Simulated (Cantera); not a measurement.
A closed system holds: 1 mol Si3N4, 6.1 mol H2O, at 94000 Pa.

Cantera equilibrium calculation (NASA polynomials, part measured and part estimated; ideal gas, pure solids and liquids). Candidate condensed phases: H2O, Si, SiO2, Si2N2O, Si3N4; 35 gas species. The tables hold silica as quartz up to 1696 K and as liquid above; real silica turns to tridymite and cristobalite and melts near 1996 K. Gases not in the tables: Si(OH)4. Kinetics and transport are ignored.

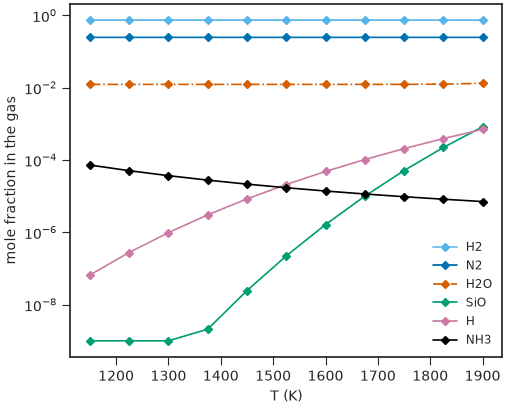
Equilibrium gas composition (values under 1e-9 drawn at 1e-9)

**Question.** Read off the mole fractions at 1900 K.

**Answer.** H2 about 0.74, N2 about 0.25, H2O about 0.013, SiO about 0.00083, H about 0.00070, NH3 about 7.1e-6.
